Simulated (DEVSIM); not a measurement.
Structure: abrupt CdTe n-p junction, at 350 K.

| layer (left to right) | material | thickness (μm) | Nd (cm⁻³) | Na (cm⁻³) | τn (s) | τp (s) |
|---|---|---|---|---|---|---|
| 1 | CdTe | 56.0 | 9e15 | - | 8.1e-10 | 8.1e-10 |
| 2 | CdTe | 1.30 | - | 1.4e16 | 8.1e-10 | 8.1e-10 |

Left contact: ohmic. Right contact: ohmic. Voltage is applied to the left contact. Recombination: SRH at mid-gap, radiative. Mobility is μmin + (μ − μmin)/(1 + (N/Nref)^α).

Constants are typed, rounded textbook-type inputs, not results; the design itself was drawn at random and stands for no fabricated device. Values at 300 K; Nc and Nv go as T^1.5, mobilities as T to minus their exponent, the gap by Varshni's rule with the affinity fixed.

| parameter | CdTe |
|---|---|
| gap (eV) | 1.5 |
| affinity (eV) | 4.28 |
| permittivity | 10.2 |
| Nc (cm⁻³) | 8e17 |
| Nv (cm⁻³) | 1.8e19 |
| μn (cm²/Vs) | 1000 |
| μp (cm²/Vs) | 80 |
| μn,min | 100 |
| μp,min | 10 |
| Nref,n | 1e17 |
| Nref,p | 1e17 |
| αn | 0.6 |
| αp | 0.6 |
| T exponent of μn | 1.7 |
| T exponent of μp | 1.5 |
| B (cm³/s) | 1e-10 |
| Varshni α (eV/K) | 0.00031 |
| Varshni β (K) | 108 |

Model (solved in DEVSIM): 1D drift-diffusion, Boltzmann statistics, complete ionisation; no tunnelling, impact ionisation, image-force lowering or self-heating.

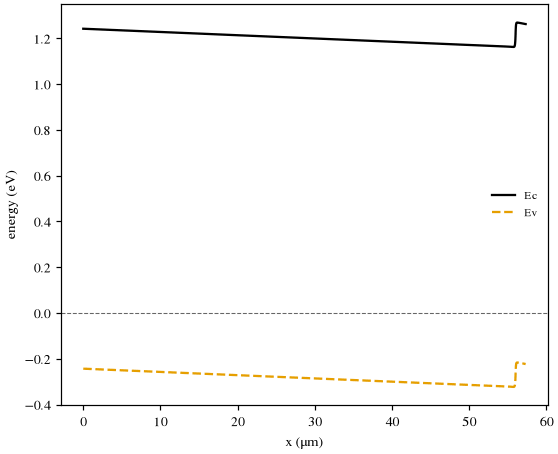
Band edges at -1.1 V on the left contact

Energies count from the Fermi level of the right contact; mesh points crowd at the junctions.

| x (μm) | Ec (eV) | Ev (eV) | n (cm⁻³) | p (cm⁻³) | field (V/cm) |
|---|---|---|---|---|---|
| 0.000 | 1.242 | -0.243 | 9.0e15 | < 1e2 | -14 |
| 0.03490 | 1.242 | -0.243 | 9.0e15 | < 1e2 | -14 |
| 0.1265 | 1.242 | -0.243 | 9.0e15 | < 1e2 | -14 |
| 0.3453 | 1.242 | -0.244 | 9.0e15 | < 1e2 | -14 |
| 1.231 | 1.241 | -0.245 | 9.0e15 | < 1e2 | -14 |
| 3.184 | 1.238 | -0.248 | 9.0e15 | < 1e2 | -14 |
| 7.844 | 1.231 | -0.254 | 9.0e15 | < 1e2 | -14 |
| 26.72 | 1.204 | -0.281 | 9.0e15 | < 1e2 | -14 |
| 43.63 | 1.180 | -0.305 | 9.0e15 | < 1e2 | -14 |
| 51.17 | 1.170 | -0.316 | 9.0e15 | 8.3e8 | -14 |
| 54.05 | 1.166 | -0.320 | 9.0e15 | 2.2e12 | -14 |
| 55.44 | 1.163 | -0.322 | 9.1e15 | 9.9e13 | -22 |
| 55.80 | 1.163 | -0.323 | 9.1e15 | 2.6e14 | 110 |
| 55.93 | 1.176 | -0.309 | 5.8e15 | 5.7e14 | 3200 |
| 56.00 | 1.218 | -0.267 | 1.4e15 | 2.5e15 | 11000 |
| 56.03 | 1.244 | -0.241 | 5.9e14 | 6.0e15 | 6600 |
| 56.10 | 1.267 | -0.219 | 2.7e14 | 1.3e16 | 910 |
| 56.27 | 1.269 | -0.216 | 2.0e14 | 1.4e16 | -45 |
| 56.85 | 1.266 | -0.220 | 8.4e13 | 1.4e16 | -65 |
| 57.13 | 1.264 | -0.222 | 3.2e13 | 1.4e16 | -68 |
| 57.24 | 1.263 | -0.223 | 1.1e13 | 1.4e16 | -69 |
| 57.30 | 1.263 | -0.223 | < 1e2 | 1.4e16 | -69 |
